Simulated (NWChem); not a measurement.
**CH4BFO (SMILES COBF): levels of theory compared**

We compute a comparison of 4 runs (HF/STO-3G, HF/3-21G, B3LYP/6-31G*) of CH4BFO. 

Program for the calculation: NWChem 7.3.0.

### 1 The system as given

CH4BFO has 8 atoms, charge 0, and is taken as a singlet. As SMILES, `COBF`. Geometry: relaxed at PBE0-D4/def2-TZVP. This is one conformer, not always the lowest.

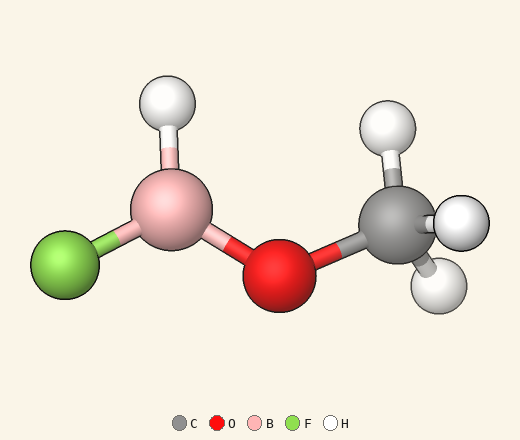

The structure, seen from a chosen angle (carbon grey, oxygen red, boron pink, fluorine green, hydrogen white).

### 2 Energy and gradient at HF/STO-3G (run 1)

File geom.nw:

```
echo
start geom
memory 2200 mb
geometry units angstrom noautosym nocenter noautoz
  C     -0.192200     1.053800    -0.054400
  O      0.124300    -0.158000    -0.708000
  B      0.270900    -1.305800    -0.034500
  F      0.567600    -2.393000    -0.730600
  H     -0.296900     0.914100     1.025000
  H     -1.128700     1.440000    -0.460100
  H      0.601100     1.777800    -0.248400
  H      0.145900    -1.386100     1.155100
end
basis spherical bse
  * library STO-3G
end
scf
  thresh 1e-08
  maxiter 80
end
task scf gradient
```

On the command line:

```console
$ nwchem geom.nw > geom.out
```

What it wrote:

```text
[...]
  functions       =    24
[...]
  wavefunction    = RHF
[...]
         Total SCF energy =   -236.090744025710
      One-electron energy =   -551.878228488704
      Two-electron energy =    202.726187911186
 Nuclear repulsion energy =    113.061296551808
        Time for solution =      0.5s
[...]
                         RHF ENERGY GRADIENTS
    atom               coordinates                        gradient
                 x          y          z           x          y          z
   1 C      -0.363205   1.991393  -0.102801    0.000719  -0.000332  -0.006730
   2 O       0.234893  -0.298577  -1.337926   -0.003516   0.011732   0.010367
   3 B       0.511927  -2.467604  -0.065196   -0.002356   0.019492  -0.012551
   4 F       1.072608  -4.522114  -1.380634    0.004388  -0.017142  -0.008595
   5 H      -0.561060   1.727399   1.936969    0.000780  -0.003732  -0.000336
   6 H      -2.132934   2.721205  -0.869463    0.002312  -0.003203  -0.000560
   7 H       1.135914   3.359555  -0.469408   -0.000650  -0.003736  -0.000955
   8 H       0.275711  -2.619349   2.182822   -0.001677  -0.003079   0.019358
[...]
```

Wall time 1.3 s (1 thread of Intel Xeon 6975P-C (Granite Rapids), shared host); peak memory 0.099 GiB.

### 3 Energy and forces at HF/3-21G (run 2)

File geom.nw:

```
START geom
TITLE "CH4BFO"
memory 2200 mb
GEOMETRY units atomic noautosym nocenter noautoz
 C  -0.36320536  1.99139339 -0.10280110
 O   0.23489296 -0.29857673 -1.33792610
 B   0.51192681 -2.46760437 -0.06519555
 F   1.07260855 -4.52211462 -1.38063391
 H  -0.56105969  1.72739865  1.93696928
 H  -2.13293388  2.72120562 -0.86946299
 H   1.13591437  3.35955510 -0.46940797
 H   0.27571104 -2.61934938  2.18282265
END
BASIS "ao basis" spherical bse
 C library 3-21G
 O library 3-21G
 B library 3-21G
 F library 3-21G
 H library 3-21G
END
SCF
 singlet
 rhf
 thresh 1e-08
 maxiter 80
END
TASK scf gradient
```

On the command line:

```console
$ nwchem geom.nw > geom.out
```

What it wrote:

```text
[...]
  functions       =    44
[...]
  wavefunction    = RHF
[...]
         Total SCF energy =   -237.982209566703
      One-electron energy =   -551.989087664759
      Two-electron energy =    200.945589779860
 Nuclear repulsion energy =    113.061288318197
        Time for solution =      0.6s
[...]
                         RHF ENERGY GRADIENTS
    atom               coordinates                        gradient
                 x          y          z           x          y          z
   1 C      -0.363205   1.991393  -0.102801    0.006731  -0.030763  -0.006620
   2 O       0.234893  -0.298577  -1.337926   -0.000607  -0.001400   0.007660
   3 B       0.511927  -2.467604  -0.065196    0.000959   0.006698  -0.019254
   4 F       1.072609  -4.522115  -1.380634   -0.005371   0.021357   0.009746
   5 H      -0.561060   1.727399   1.936969   -0.000500  -0.001942   0.007264
   6 H      -2.132934   2.721206  -0.869463   -0.006634   0.002217  -0.003645
   7 H       1.135914   3.359555  -0.469408    0.006066   0.004718  -0.002110
   8 H       0.275711  -2.619349   2.182823   -0.000643  -0.000884   0.006960
[...]
```

Run time: 1.6 s. Hardware: 1 thread of Intel Xeon 6975P-C (Granite Rapids), shared host; peak memory 0.097 GiB.

Run 3 isn't shown in full; the table further down has it.

### 4 Energy and forces at B3LYP/6-31G(d) (Cartesian functions) (run 4)

File run.py:

```python
from ase import Atoms
from ase.calculators.nwchem import NWChem

mol = Atoms(['C', 'O', 'B', 'F', 'H', 'H', 'H', 'H'], positions=[
    [-0.192200, 1.053800, -0.054400],
    [0.124300, -0.158000, -0.708000],
    [0.270900, -1.305800, -0.034500],
    [0.567600, -2.393000, -0.730600],
    [-0.296900, 0.914100, 1.025000],
    [-1.128700, 1.440000, -0.460100],
    [0.601100, 1.777800, -0.248400],
    [0.145900, -1.386100, 1.155100],
])

calc = NWChem(
    label='ch4bfo',
    theory='dft',
    memory='2200 mb',
    basis='6-31G*',
    dft={'xc': 'b3lyp', 'mult': '1', 'grid': 'xfine', 'convergence': 'energy 1e-08', 'iterations': '100', 'mulliken': None},
)
mol.calc = calc

forces = mol.get_forces()
print(f"energy = {mol.get_potential_energy():.6f} eV")
print("forces (eV/A):")
for s, f in zip(mol.symbols, forces):
    print(f"{s:2s} {f[0]:10.5f} {f[1]:10.5f} {f[2]:10.5f}")
print("dipole (e A):", mol.get_dipole_moment().round(4))
```

On the command line:

```console
$ export ASE_NWCHEM_COMMAND="nwchem PREFIX.nwi > PREFIX.nwo"
$ python run.py
```

What it wrote:

```text
energy = -6545.033183 eV
forces (eV/A):
C    -0.04011    0.17036    0.10254
O     0.03198   -0.02047   -0.24189
B    -0.00962   -0.09184    0.22975
F     0.05996   -0.23577   -0.11020
H    -0.01697    0.02417    0.09796
H    -0.09883    0.05780   -0.03564
H     0.07158    0.08983   -0.01383
H     0.00195    0.00591   -0.02869
dipole (e A): [-0.1112  0.4176  0.2434]
```

The calculator wrote ch4bfo.nwi:

```
title "ch4bfo"

permanent_dir ch4bfo

scratch_dir ch4bfo

start ch4bfo

geometry units angstrom nocenter noautosym noautoz
  C  -1.9220000000000001e-01 1.0538000000000001e+00 -5.4399999999999997e-02
  O  1.2429999999999999e-01 -1.5800000000000000e-01 -7.0799999999999996e-01
  B  2.7089999999999997e-01 -1.3058000000000001e+00 -3.4500000000000003e-02
  F  5.6759999999999999e-01 -2.3929999999999998e+00 -7.3060000000000003e-01
  H  -2.9690000000000000e-01 9.1410000000000002e-01 1.0249999999999999e+00
  H  -1.1287000000000000e+00 1.4399999999999999e+00 -4.6010000000000001e-01
  H  6.0109999999999997e-01 1.7778000000000000e+00 -2.4840000000000001e-01
  H  1.4590000000000000e-01 -1.3861000000000001e+00 1.1551000000000000e+00
end

memory 2200 mb

basis noprint
   * library 6-31G*
end

dft
  xc b3lyp
  mult 1
  grid xfine
  convergence energy 1e-08
  iterations 100
  mulliken
end

task dft gradient
```

ch4bfo.nwo:

```text
Northwest Computational Chemistry Package (NWChem) 7.3.0
             --------------------------------------------------------

           Job information
           ---------------

    nwchem branch   = 7.3.0
    use scalapack   = T
    input           = ch4bfo.nwi
    prefix          = ch4bfo.
    data base       = ch4bfo/ch4bfo.db
    status          = startup
    nproc           =        1

           Memory information
           ------------------

[... 5 lines left out ...]
    hardfail = no
[... 108 lines left out ...]
  convergence criterion.
[... 44 lines left out ...]
          Spatial weights used:  Erf1
[... 32 lines left out ...]
 1-e energy   =    -551.323490
[... 48 lines left out ...]
           Coulomb energy =      230.667000361901
[... 545 lines left out ...]
          Convergence on density requested:  1.00D-05
[... 30 lines left out ...]
          total energy or number of iterations.
[... 36 lines left out ...]
                 ----------------------------------------
                 |  Time  |  1-e(secs)   |  2-e(secs)   |
                 ----------------------------------------
                 |  CPU   |       0.00   |       1.76   |
                 ----------------------------------------
                 |  WALL  |       0.00   |       1.76   |
                 ----------------------------------------

 Task  times  cpu:       19.8s     wall:       19.8s
 Total times  cpu:       19.8s     wall:       19.8s
```

It took 21 s on 1 thread of Intel Xeon 6975P-C (Granite Rapids), shared host; peak memory 0.13 GiB.

### 5 All runs side by side

| run | level | iteration cap | module | energy (Eh) | dipole moment (D) | HOMO energy (eV) | LUMO energy (eV) | wall time |
| --- | --- | --- | --- | --- | --- | --- | --- | --- |
| 1 | HF/STO-3G | 80 | scf | -236.090744 | 1.85 | -10.27 | 9.20 | 1.3 s |
| 2 | HF/3-21G | 80 | scf | -237.982210 | 3.25 | -12.98 | 4.97 | 1.6 s |
| 3 | B3LYP/6-31G* (spherical functions) | 100 | dft | -240.522127 | – | – | – | 19 s |
| 4 | B3LYP/6-31G* (Cartesian functions) | 100 | dft | -240.525535 | 2.38 | -8.74 | 0.89 | 21 s |

### 6 Summary of results

| quantity | value |
| --- | --- |
| run 4: total energy | -240.52554 Eh |
| run 4: dipole moment | 2.38 D |
| run 4: HOMO energy | -8.74 eV |
| run 4: LUMO energy | 0.89 eV |
| run 4: HOMO–LUMO gap | 9.62 eV |
| run 4: largest force on an atom | 0.267 eV/Å |

Over runs 1, 2, 4 the dipole moment (its size) runs from 1.85 D (HF/STO-3G) to 3.25 D (HF/3-21G). Over runs 1, 2, 4 the HOMO–LUMO gap runs from 9.62 eV (B3LYP/6-31G*) to 19.47 eV (HF/STO-3G). The two ends differ in method and basis. In run 1 the basis is minimal, so the values are rough. All runs together took 43 s, the longest 21 s.
